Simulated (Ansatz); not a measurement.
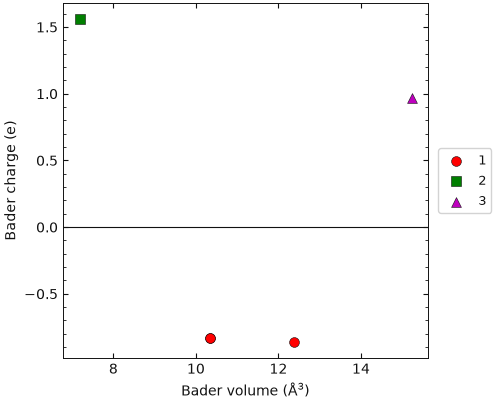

Bader charges of the atoms (positive: electrons lost), against the volumes of their basins.

Structure: NiAgO$_{3}$, space group P4mm (No. 99), 5 atoms in the cell.

Method: DFT with PBE0, PAW plane waves, spin-polarised, 5×5×4 k mesh, Fermi-Dirac smearing of 0.1 eV (Ansatz 0.2.0).

### Which number is which element?

1 is O; 2 is Ni; 3 is Ag. The Bader charges are Ni +1.56 e, Ag +0.97 e and O −0.84 e.

This magnetic state lies 72 meV an atom above the lowest one found. The structure was built from a prototype or by substitution, so it need not be a known phase. The atoms aren't at rest in this cell (largest force 7.4 eV/Å), so the relaxed material can differ. The cell is at 14 GPa in this functional.
